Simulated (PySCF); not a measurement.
# CH5BClN: a tour of settings

Which settings matter for CH5BClN (`CNBCl`)?

Computed with PySCF 2.14.0, with density-fitted response routines of our own, on a single molecule in the gas phase. Atoms are numbered from 0 throughout.

**1. The starting structure**

9 atoms, charge 0, multiplicity 1; geometry from: GFN2-xTB.

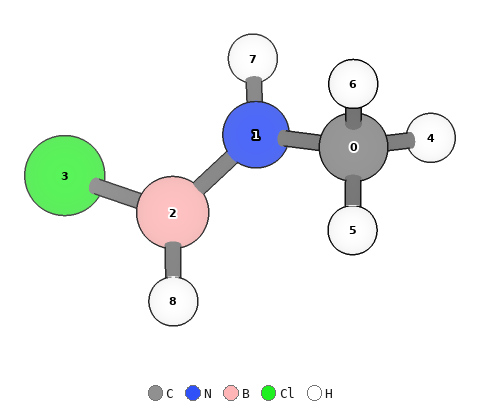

The starting geometry (carbon grey, nitrogen blue, boron pink, chlorine green, hydrogen white), atoms numbered.

**2. Shielding tensors: PBE0/pcSseg-1**

Job settings and geometry (Å):

```
{"job": {"kind": "nmr", "xc": "PBE0", "basis": "pcSseg-1"}, "charge": 0, "multiplicity": 1}
C     -1.186430     0.133151    -0.081315
N      0.147798    -0.100701     0.423618
B      1.331872    -0.072183    -0.282279
Cl     2.798459    -0.392674     0.574714
H     -1.815337    -0.747242     0.070373
H     -1.134372     0.349199    -1.145459
H     -1.647814     0.981564     0.429306
H      0.155736    -0.305550     1.413921
H      1.363648     0.160430    -1.428059
```

Level: GIAO PBE0/pcSseg-1 NMR shielding, non-relativistic, gas phase.

Command:

```bash
$ OMP_NUM_THREADS=1 python probes_run.py task.json out
```

This one command runs all jobs of the session in turn.

Standard output:

```text
coarse grid: 7960 points
cycle   1  E = -580.6213724712  dE =  3.403e-01  |g| = 2.807e-01  |ddm| = 2.453e+00
cycle   2  E = -580.6245273856  dE = -3.155e-03  |g| = 2.857e-01  |ddm| = 4.924e-01
cycle   3  E = -580.6409972700  dE = -1.647e-02  |g| = 6.544e-02  |ddm| = 2.209e-01
cycle   4  E = -580.6419212727  dE = -9.240e-04  |g| = 1.841e-02  |ddm| = 6.042e-02
cycle   5  E = -580.6419860903  dE = -6.482e-05  |g| = 2.619e-03  |ddm| = 1.457e-02
cycle   6  E = -580.6419872260  dE = -1.136e-06  |g| = 1.226e-03  |ddm| = 2.645e-03
final grid: 72016 points
cycle   7  E = -580.6610118445  dE = -2.329e-05  |g| = 6.768e-03  |ddm| = 1.628e-02
cycle   8  E = -580.6610073007  dE =  4.544e-06  |g| = 7.994e-03  |ddm| = 1.010e-02
cycle   9  E = -580.6610220066  dE = -1.471e-05  |g| = 1.250e-03  |ddm| = 5.623e-03
cycle  10  E = -580.6610223210  dE = -3.143e-07  |g| = 2.396e-04  |ddm| = 9.163e-04
cycle  11  E = -580.6610223322  dE = -1.119e-08  |g| = 4.321e-05  |ddm| = 1.476e-04
cycle  12  E = -580.6610223326  dE = -4.229e-10  |g| = 9.987e-06  |ddm| = 4.945e-05
converged SCF energy = -580.6610223326

GIAO shielding tensors (ppm)
atom      isotropic    diamagn.    paramagn.     s11        s22        s33       span
  0 C      151.369     243.922     -92.553    129.582    138.340    186.184     56.603
  1 N      141.160     320.822    -179.662     36.681    192.696    194.103    157.422
  2 B       67.837     194.676    -126.838     36.779     65.183    101.550     64.771
  3 Cl     849.267    1148.371    -299.104    635.773    935.088    976.940    341.167
  4 H       28.679      28.410       0.269     23.958     26.834     35.246     11.288
  5 H       28.486      29.301      -0.815     24.972     27.512     32.975      8.003
  6 H       28.682      28.411       0.271     23.964     26.837     35.246     11.283
  7 H       27.659      32.170      -4.511     20.993     29.202     32.781     11.787
  8 H       26.808      29.929      -3.121     24.443     26.764     29.217      4.774
```

It took 6 s on 1 thread of Arm Neoverse V1, shared host.

Shifts follow as δ = σ(reference) − σ, with reference shieldings (ppm) from runs at the same level and on the same kind of geometry: 1H TMS 31.72, 13C TMS 186.9, 15N NH3 267.7, 11B BF3·OEt2 100.1, 35Cl HCl 950. The references are single molecules in the gas phase, so shifts against H2O, NH3, PH3, H3PO4 or CFCl3 are not on the usual liquid scales and can be off by tens of ppm. Atoms listed in one row are averaged.

```
     atoms                              environment  σ (ppm)  δ (ppm)  δ scaled to CDCl3
        C0                methyl carbon bonded to N    151.4     35.6               32.8
        H8      hydrogen on a boron bonded to Cl, N    26.81     4.91                  –
        H7    hydrogen on a nitrogen bonded to C, B    27.66     4.06                  –
H4, H5, H6  hydrogen on a methyl carbon bonded to N    28.62     3.10               3.03
        N1               nitrogen bonded to C, B, H    141.2    126.6                  –
        B2                 boron bonded to Cl, N, H     67.8     32.2                  –
       Cl3                     chlorine bonded to B      849      101                  –
```

The scaled column applies a straight-line fit of computed shieldings to shifts measured in CDCl3, with any fitted terms for Cl, Br or S neighbours (root-mean-square error 0.16 ppm for H, 1.9 ppm for C).

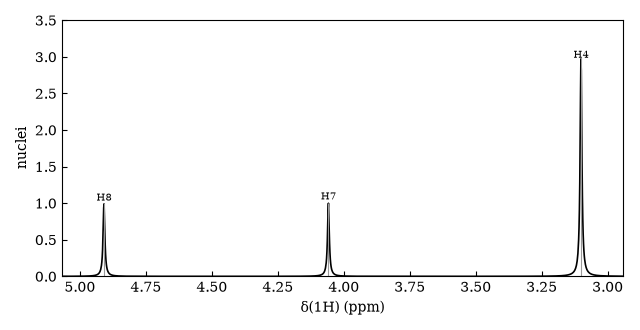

1H lines at the computed shifts, without couplings. Lines are broadened to a width of 0.01 ppm (Lorentzian).

The run also stored atomic charges by several schemes (e):

```
atoms  Mulliken    IAO  Hirshfeld  ESP fit
   C0     -0.09  -0.30      -0.05    -0.11
   N1     -0.51  -0.37      -0.17    -0.27
   B2      0.30   0.06       0.11     0.08
  Cl3     -0.26  -0.11      -0.11    -0.18
```

ESP fit charges:

```csv
atom,value (e)
C0,-0.11
N1,-0.27
B2,0.08
Cl3,-0.18
H4,0.07
H5,0.09
H6,0.07
H7,0.26
H8,0.00
```

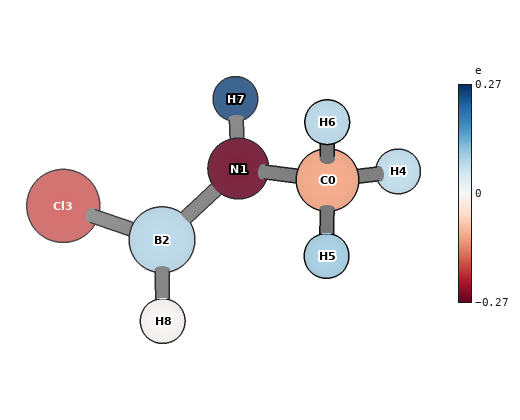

ESP fit charges, as colours on the atoms.

Mayer bond orders: C0–N1 0.95, N1–B2 1.37, B2–Cl3 1.05.

**3. Excited states and response: PBE0/def2-SVPD**

The job, as its differences from that of step 2:

```diff
@@ -1,2 +1,2 @@
-{"job": {"kind": "nmr", "xc": "PBE0", "basis": "pcSseg-1"}, "charge": 0, "multiplicity": 1}
+{"job": {"kind": "uv", "xc": "PBE0", "basis": "def2-SVPD", "nstates": 6, "ntriplets": 2}, "charge": 0, "multiplicity": 1}
 C     -1.186430     0.133151    -0.081315
```

Method: TDDFT PBE0/def2-SVPD, vertical, gas phase, core orbitals frozen in the response.

Standard output:

```text
coarse grid: 7960 points
cycle   1  E = -580.4001384905  dE =  3.058e-01  |g| = 2.681e-01  |ddm| = 3.794e+00
cycle   2  E = -580.4023401693  dE = -2.202e-03  |g| = 2.746e-01  |ddm| = 7.268e-01
cycle   3  E = -580.4185189309  dE = -1.618e-02  |g| = 6.381e-02  |ddm| = 3.059e-01
cycle   4  E = -580.4194399790  dE = -9.210e-04  |g| = 1.496e-02  |ddm| = 7.541e-02
cycle   5  E = -580.4194930889  dE = -5.311e-05  |g| = 2.380e-03  |ddm| = 2.123e-02
cycle   6  E = -580.4194942671  dE = -1.178e-06  |g| = 8.453e-04  |ddm| = 4.021e-03
final grid: 72016 points
cycle   7  E = -580.4783225835  dE = -1.951e-05  |g| = 6.134e-03  |ddm| = 5.825e-02
cycle   8  E = -580.4783179215  dE =  4.662e-06  |g| = 7.647e-03  |ddm| = 1.557e-02
cycle   9  E = -580.4783319376  dE = -1.402e-05  |g| = 1.075e-03  |ddm| = 7.179e-03
cycle  10  E = -580.4783322044  dE = -2.668e-07  |g| = 1.445e-04  |ddm| = 1.207e-03
cycle  11  E = -580.4783322087  dE = -4.328e-09  |g| = 3.978e-05  |ddm| = 2.427e-04
cycle  12  E = -580.4783322091  dE = -4.082e-10  |g| = 9.064e-06  |ddm| = 7.815e-05
converged SCF energy = -580.4783322091

Static polarisability (au): isotropic 50.257, principal 38.909 45.985 65.877

Singlet excitations
state   eV       nm        f      main configurations
  1   7.0038    177.0   0.00071   H->L+1 0.96
  2   7.1517    173.4   0.02306   H-1->L 0.90, H->L 0.09
  3   7.1532    173.3   0.22273   H->L 0.86, H-1->L 0.09
  4   7.8708    157.5   0.00003   H->L+2 0.96
  5   7.9490    156.0   0.00224   H->L+3 0.94
  6   8.1463    152.2   0.06666   H-1->L+1 0.90

Triplet excitations (Tamm-Dancoff, eV): 5.5536 6.7957
```

It took 6.3 s on 1 thread of Arm Neoverse V1, shared host; peak memory 0.55 GiB.

Frontier orbitals and where they lie:

```csv
orbital,eV,atoms
HOMO−3,-10.48,"Cl3 37 %, B2 27 %, H8 18 %"
HOMO−2,-9.84,"Cl3 65 %, B2 17 %, N1 9 %"
HOMO−1,-8.61,"Cl3 73 %, B2 14 %, H8 8 %"
HOMO,-7.80,"N1 46 %, Cl3 22 %, C0 11 %"
LUMO,0.22,"B2 45 %, N1 19 %, Cl3 19 %"
LUMO+1,0.50,"B2 35 %, C0 22 %, H7 10 %"
LUMO+2,1.19,"Cl3 35 %, B2 25 %, C0 13 %"
```

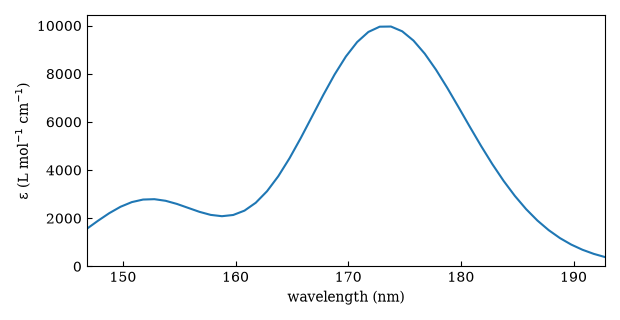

Absorption spectrum: each of the 6 states is a Gaussian band of 0.4 eV half-width at 1/e. Beyond the last state computed it falls off for lack of states.

Further results of this job:

| property | computed |
| --- | --- |
| dipole moment (D) | 2.81 |
| polarisability (Å³) | 7.45 |
| HOMO–LUMO gap (eV) | 8.02 |
| −ε(HOMO) (eV) | 7.80 |

**4. Shielding tensors: KT3/IGLO-II**

The job, as its differences from that of step 3:

```diff
@@ -1,2 +1,2 @@
-{"job": {"kind": "uv", "xc": "PBE0", "basis": "def2-SVPD", "nstates": 6, "ntriplets": 2}, "charge": 0, "multiplicity": 1}
+{"job": {"kind": "nmr", "xc": "KT3", "basis": "IGLO-II", "pop": false}, "charge": 0, "multiplicity": 1}
 C     -1.186430     0.133151    -0.081315
```

Method: GIAO KT3/IGLO-II NMR shielding, non-relativistic, gas phase.

Standard output:

```text
coarse grid: 7960 points
cycle   1  E = -585.9949383206  dE =  2.531e-01  |g| = 4.401e-01  |ddm| = 2.273e+00
cycle   2  E = -585.9558548888  dE =  3.908e-02  |g| = 6.120e-01  |ddm| = 9.749e-01
cycle   3  E = -586.0363175842  dE = -8.046e-02  |g| = 1.579e-01  |ddm| = 5.138e-01
cycle   4  E = -586.0423375745  dE = -6.020e-03  |g| = 2.339e-02  |ddm| = 1.514e-01
cycle   5  E = -586.0424337594  dE = -9.618e-05  |g| = 6.577e-03  |ddm| = 1.824e-02
cycle   6  E = -586.0424426051  dE = -8.846e-06  |g| = 2.307e-03  |ddm| = 5.620e-03
final grid: 72016 points
cycle   7  E = -586.0253298240  dE = -2.893e-04  |g| = 2.681e-02  |ddm| = 3.857e-02
cycle   8  E = -586.0251914653  dE =  1.384e-04  |g| = 3.196e-02  |ddm| = 4.000e-02
cycle   9  E = -586.0253690976  dE = -1.776e-04  |g| = 1.173e-02  |ddm| = 3.099e-02
cycle  10  E = -586.0254004031  dE = -3.131e-05  |g| = 1.556e-03  |ddm| = 7.099e-03
cycle  11  E = -586.0254009916  dE = -5.885e-07  |g| = 3.626e-04  |ddm| = 1.977e-03
cycle  12  E = -586.0254010274  dE = -3.589e-08  |g| = 6.984e-05  |ddm| = 3.393e-04
cycle  13  E = -586.0254010288  dE = -1.360e-09  |g| = 9.676e-06  |ddm| = 9.073e-05
cycle  14  E = -586.0254010288  dE = -2.137e-11  |g| = 2.920e-06  |ddm| = 1.031e-05
converged SCF energy = -586.0254010288

GIAO shielding tensors (ppm)
atom      isotropic    diamagn.    paramagn.     s11        s22        s33       span
  0 C      154.222     244.420     -90.198    132.191    140.509    189.966     57.775
  1 N      147.406     318.811    -171.405     56.906    191.963    193.350    136.444
  2 B       79.331     196.405    -117.074     54.881     77.019    106.093     51.212
  3 Cl     849.076    1153.093    -304.017    645.224    944.624    957.379    312.155
  4 H       29.261      29.158       0.104     24.794     27.515     35.475     10.681
  5 H       29.126      30.066      -0.939     25.858     28.257     33.265      7.407
  6 H       29.264      29.160       0.105     24.800     27.518     35.476     10.676
  7 H       28.123      31.588      -3.465     21.860     29.749     32.760     10.900
  8 H       27.410      30.893      -3.482     25.141     27.048     30.042      4.901
```

It took 8 s on 1 thread of Arm Neoverse V1, shared host.

In short: σ C0 154.2, N1 147.4, B2 79.3, Cl3 849, H8 27.41, H7 28.12 ppm.

**5. Shielding tensors: wB97X-D/IGLO-II**

The job, as its differences from that of step 4:

```diff
@@ -1,2 +1,2 @@
-{"job": {"kind": "nmr", "xc": "KT3", "basis": "IGLO-II", "pop": false}, "charge": 0, "multiplicity": 1}
+{"job": {"kind": "nmr", "xc": "wB97X-D", "basis": "IGLO-II", "pop": true}, "charge": 0, "multiplicity": 1}
 C     -1.186430     0.133151    -0.081315
```

Level: GIAO wB97X-D/IGLO-II NMR shielding, non-relativistic, gas phase.

Standard output:

```text
coarse grid: 7960 points
cycle   1  E = -580.9223997850  dE =  4.174e-01  |g| = 3.244e-01  |ddm| = 2.150e+00
cycle   2  E = -580.9375114350  dE = -1.511e-02  |g| = 2.330e-01  |ddm| = 4.079e-01
cycle   3  E = -580.9472037404  dE = -9.692e-03  |g| = 5.661e-02  |ddm| = 1.438e-01
cycle   4  E = -580.9478271610  dE = -6.234e-04  |g| = 1.768e-02  |ddm| = 4.223e-02
cycle   5  E = -580.9478920871  dE = -6.493e-05  |g| = 4.715e-03  |ddm| = 1.564e-02
cycle   6  E = -580.9478972401  dE = -5.153e-06  |g| = 7.933e-04  |ddm| = 5.535e-03
final grid: 72016 points
cycle   7  E = -580.9604225617  dE = -1.795e-04  |g| = 6.413e-03  |ddm| = 2.752e-02
cycle   8  E = -580.9604228965  dE = -3.349e-07  |g| = 6.585e-03  |ddm| = 7.547e-03
cycle   9  E = -580.9604311449  dE = -8.248e-06  |g| = 5.198e-04  |ddm| = 3.418e-03
cycle  10  E = -580.9604312024  dE = -5.759e-08  |g| = 2.121e-04  |ddm| = 7.000e-04
cycle  11  E = -580.9604312119  dE = -9.494e-09  |g| = 5.026e-05  |ddm| = 1.966e-04
cycle  12  E = -580.9604312126  dE = -6.355e-10  |g| = 9.236e-06  |ddm| = 7.640e-05
converged SCF energy = -580.9604312126

GIAO shielding tensors (ppm)
atom      isotropic    diamagn.    paramagn.     s11        s22        s33       span
  0 C      154.048     240.509     -86.461    133.602    139.655    188.886     55.284
  1 N      147.974     317.897    -169.923     46.420    197.869    199.634    153.214
  2 B       71.267     192.592    -121.325     41.759     67.992    104.048     62.289
  3 Cl     857.959    1148.688    -290.728    643.439    952.362    978.076    334.637
  4 H       29.344      29.007       0.337     24.782     27.572     35.678     10.896
  5 H       29.141      29.777      -0.636     25.588     28.297     33.539      7.951
  6 H       29.346      29.009       0.337     24.786     27.574     35.677     10.891
  7 H       28.169      31.539      -3.371     21.432     30.028     33.046     11.614
  8 H       27.250      30.628      -3.378     24.946     27.163     29.639      4.693
```

Wall time 8.7 s (1 thread of Arm Neoverse V1, shared host); peak memory 0.54 GiB.

This run: σ C0 154.0, N1 148.0, B2 71.3, Cl3 858, H8 27.25, H7 28.17 ppm.

**6. Excited states and response: B97-D/3-21G**

The job, as its differences from that of step 5:

```diff
@@ -1,2 +1,2 @@
-{"job": {"kind": "nmr", "xc": "wB97X-D", "basis": "IGLO-II", "pop": true}, "charge": 0, "multiplicity": 1}
+{"job": {"kind": "uv", "xc": "B97-D", "basis": "3-21G", "nstates": 1, "ntriplets": 0, "tda": false, "scf": {"aux": "def2-universal-jkfit", "level_shift": 0.3}}, "charge": 0, "multiplicity": 1}
 C     -1.186430     0.133151    -0.081315
```

With the program's defaults for keys left out, this is: TDDFT B97-D/3-21G, vertical, gas phase, core orbitals frozen in the response.

Standard output:

```text
final grid: 72016 points
cycle   1  E = -578.0066566976  dE = -5.439e-02  |g| = 3.580e-01  |ddm| = 2.621e+00
cycle   2  E = -578.0366197210  dE = -2.996e-02  |g| = 2.615e-01  |ddm| = 6.691e-01
cycle   3  E = -578.0499045440  dE = -1.328e-02  |g| = 6.460e-02  |ddm| = 1.848e-01
cycle   4  E = -578.0510676046  dE = -1.163e-03  |g| = 2.516e-02  |ddm| = 9.422e-02
cycle   5  E = -578.0511967504  dE = -1.291e-04  |g| = 4.373e-03  |ddm| = 2.219e-02
cycle   6  E = -578.0512025512  dE = -5.801e-06  |g| = 7.585e-04  |ddm| = 5.477e-03
cycle   7  E = -578.0512028411  dE = -2.899e-07  |g| = 2.561e-04  |ddm| = 1.518e-03
cycle   8  E = -578.0512028767  dE = -3.551e-08  |g| = 7.616e-05  |ddm| = 5.449e-04
cycle   9  E = -578.0512028814  dE = -4.705e-09  |g| = 3.568e-05  |ddm| = 2.195e-04
cycle  10  E = -578.0512028823  dE = -9.347e-10  |g| = 1.459e-05  |ddm| = 9.283e-05
level shift removed, Fock matrix diagonalised once more
converged SCF energy = -578.0512028823

Static polarisability (au): isotropic 35.691, principal 21.665 31.655 53.753

Singlet excitations
state   eV       nm        f      main configurations
  1   7.0851    175.0   0.00316   H-1->L 1.00
```

Run time: 2.7 s. Hardware: 1 thread of Arm Neoverse V1, shared host.

Key values: HOMO -6.26 eV, LUMO 0.00 eV; lowest singlet 7.09 eV.

**7. Side by side: NMR shifts**

Shifts (ppm), means over like atoms, with basis size and wall time:

```csv
run,C0,H8,H7,H4,N1,functions,time
PBE0/pcSseg-1,35.6,4.91,4.06,3.10,126.6,100,6 s
KT3/IGLO-II,35.7,4.84,4.13,3.03,119.8,131,8 s
wB97X-D/IGLO-II,35.1,4.99,4.07,2.96,117.3,131,8.7 s
```

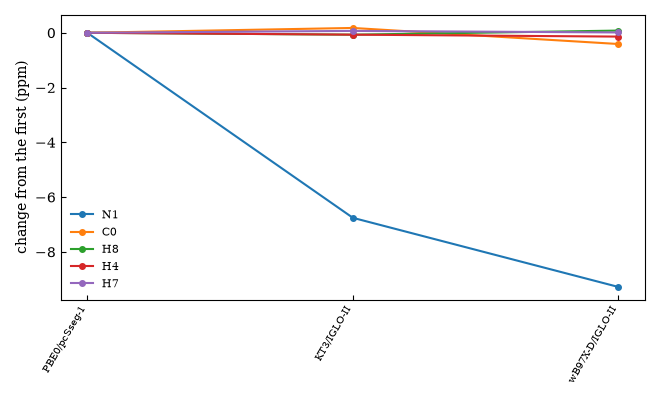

How the tabulated atoms move from run to run.

**8. Side by side: electronic excitations**

Excitations and ground-state properties, with basis size and wall time:

| run | lowest singlet (eV) | brightest (eV) | f | gap (eV) | α (Å³) | μ (D) | functions | time |
| --- | --- | --- | --- | --- | --- | --- | --- | --- |
| PBE0/def2-SVPD | 7.00 | 7.15 | 0.223 | 8.02 | 7.45 | 2.81 | 127 | 6.3 s |
| B97-D/3-21G | 7.09 | 7.09 | 0.003 | 6.27 | 5.29 | 3.55 | 50 | 2.7 s |

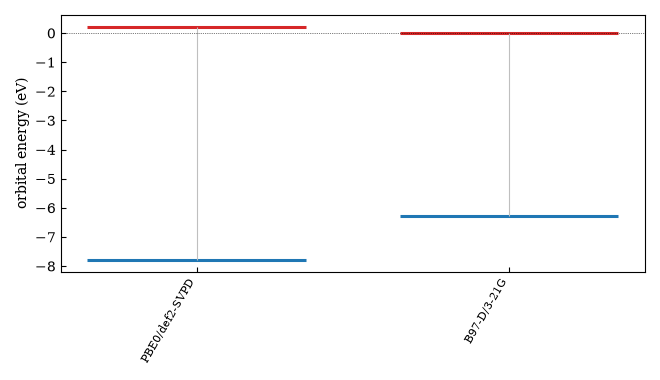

HOMO (blue) and LUMO (red) run by run.

**9. Results**

```
                                                              quantity                        value
                                13C shifts against TMS (PBE0/pcSseg-1)                     35.6 ppm
1H shifts against TMS (PBE0/pcSseg-1, means over atoms taken as alike)         4.91, 4.06, 3.10 ppm
                                15N shifts against NH3 (PBE0/pcSseg-1)                    126.6 ppm
                           11B shifts against BF3·OEt2 (PBE0/pcSseg-1)                     32.2 ppm
                               35Cl shifts against HCl (PBE0/pcSseg-1)                      101 ppm
                                       lowest singlet (PBE0/def2-SVPD)  7.00 eV (177 nm), f = 0.001
                              brightest single state of those computed  state 3, 7.15 eV, f = 0.223
                                                        lowest triplet                      5.55 eV
                                              range of the shift of N1           117.3 to 126.6 ppm
                                           range of the lowest singlet              7.00 to 7.09 eV
```

In words: Single values in the summary come from the first sound run of each kind (PBE0/pcSseg-1; PBE0/def2-SVPD), which need not be the best level. At PBE0/pcSseg-1: The widest tensor belongs to Cl3: span 341 ppm, with a paramagnetic part of -299 ppm. The first singlet state (HOMO→LUMO+1 0.96) lies at 7.00 eV and is dark; of the 6 states computed, the strongest absorption comes from states 2 to 3 together at 7.15 eV. The lowest triplet lies 1.45 eV below the lowest singlet (triplets in Tamm-Dancoff, singlets in full TDDFT). Among the atoms with a shift in every run: Across the 3 runs the shift of N1 moves most, between 117.3 (wB97X-D/IGLO-II) and 126.6 ppm (PBE0/pcSseg-1). The lowest singlet runs from 7.00 eV (PBE0/def2-SVPD) to 7.09 eV (B97-D/3-21G), while the orbital gap spans 6.27 to 8.02 eV. The lowest state need not be the same one in every run. The runs solved for a few states only, so the brightest column depends on that window.
